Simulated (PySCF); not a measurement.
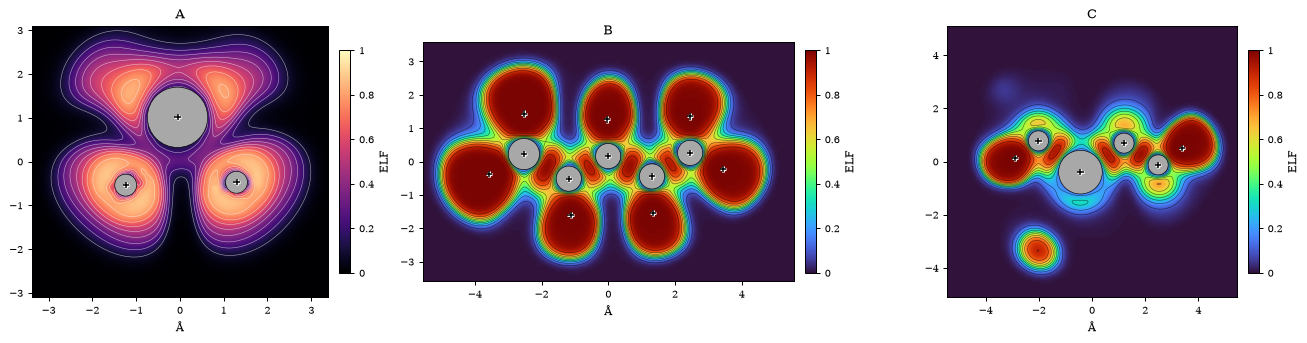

The ELF of 3 systems, each on a plane through atoms (crosses mark nuclei in the plane; grey discs cover the cores).

Level of theory: PySCF, DFT single point, gas phase, functional wB97X.

System 1: C4H7B, the molecular plane. Geometry: PBE0-D3(BJ)/ma-def2-SVP.

```csv
atom,x (Å),y (Å),z (Å)
B,2.5094,-0.0519,-0.3855
C,1.0271,-0.0582,-0.7814
C,0.0434,0.0105,0.1544
C,-1.3787,0.0085,-0.1247
C,-2.3209,0.0764,0.8308
H,3.3884,-0.1181,-1.2132
H,2.8053,0.0207,0.7874
H,0.7122,-0.1204,-1.8318
H,0.3311,0.0732,1.2125
H,-1.6768,-0.0528,-1.1777
H,-3.3858,0.0729,0.5871
H,-2.0513,0.1384,1.8898
```

System 2: C8H20Ge (tetraethylgermane), the plane of atoms C2, Ge3 and C6. Geometry: PBE0-D3(BJ)/def2-SVP.

```yaml
atoms:
  - { symbol: C, position_ang: [-1.5409, -2.3769, 0.7761] }
  - { symbol: C, position_ang: [-1.0285, -1.0468, 1.3159] }
  - { symbol: Ge, position_ang: [-0.0023, 0.0019, 0.0040] }
  - { symbol: C, position_ang: [-1.1128, 0.3105, -1.5912] }
  - { symbol: C, position_ang: [-2.4409, 0.9968, -1.2934] }
  - { symbol: C, position_ang: [0.5099, 1.7310, 0.7934] }
  - { symbol: C, position_ang: [1.4554, 1.6133, 1.9831] }
  - { symbol: C, position_ang: [1.6209, -0.9874, -0.5055] }
  - { symbol: C, position_ang: [2.5216, -0.2315, -1.4755] }
  - { symbol: H, position_ang: [-2.1084, -2.9409, 1.5343] }
  - { symbol: H, position_ang: [-0.7158, -3.0259, 0.4413] }
  - { symbol: H, position_ang: [-2.2092, -2.2349, -0.0886] }
  - { symbol: H, position_ang: [-0.3841, -1.2098, 2.1962] }
  - { symbol: H, position_ang: [-1.8672, -0.4224, 1.6676] }
  - { symbol: H, position_ang: [-1.2819, -0.6654, -2.0772] }
  - { symbol: H, position_ang: [-0.5221, 0.9059, -2.3075] }
  - { symbol: H, position_ang: [-3.0548, 0.4076, -0.5929] }
  - { symbol: H, position_ang: [-2.2938, 1.9881, -0.8356] }
  - { symbol: H, position_ang: [-3.0439, 1.1471, -2.2038] }
  - { symbol: H, position_ang: [0.9649, 2.3431, -0.0037] }
  - { symbol: H, position_ang: [-0.4155, 2.2555, 1.0853] }
  - { symbol: H, position_ang: [1.7210, 2.5985, 2.4001] }
  - { symbol: H, position_ang: [1.0099, 1.0253, 2.8016] }
  - { symbol: H, position_ang: [2.3983, 1.1149, 1.7058] }
  - { symbol: H, position_ang: [2.1694, -1.2358, 0.4189] }
  - { symbol: H, position_ang: [1.3086, -1.9521, -0.9397] }
  - { symbol: H, position_ang: [3.4213, -0.8094, -1.7429] }
  - { symbol: H, position_ang: [2.8662, 0.7246, -1.0491] }
  - { symbol: H, position_ang: [1.9987, 0.0062, -2.4159] }
```

System 3: FSe···F (charge −1, doublet), the molecular plane. Geometry: BP86-D3(BJ)/ma-def2-SVP.

```tsv
atom	x (Å)	y (Å)	z (Å)
Se	-0.0385	0.5824	0.8181
F	1.2808	-0.0917	-0.4498
F	-1.2176	-0.4950	-0.3928
```

**Which map belongs to which system?**

Panel A is system 3, FSe···F: the plane holds Se and F. Se1···F3 (2.00 Å): the ELF peaks at about 0.80 in the valence shell of F, 0.5 Å from its nucleus, and is about 0.35 at the midpoint. Panel B is system 1, C4H7B: the plane holds B, C and H. C–C (1.34 Å): the ELF peaks at about 0.95 between the atoms (a short, multiple covalent bond). Panel C is system 2, C8H20Ge: the plane holds C, Ge and H. C–C (1.52 Å): the ELF peaks at about 0.95 between the atoms; localised, covalent bonding.
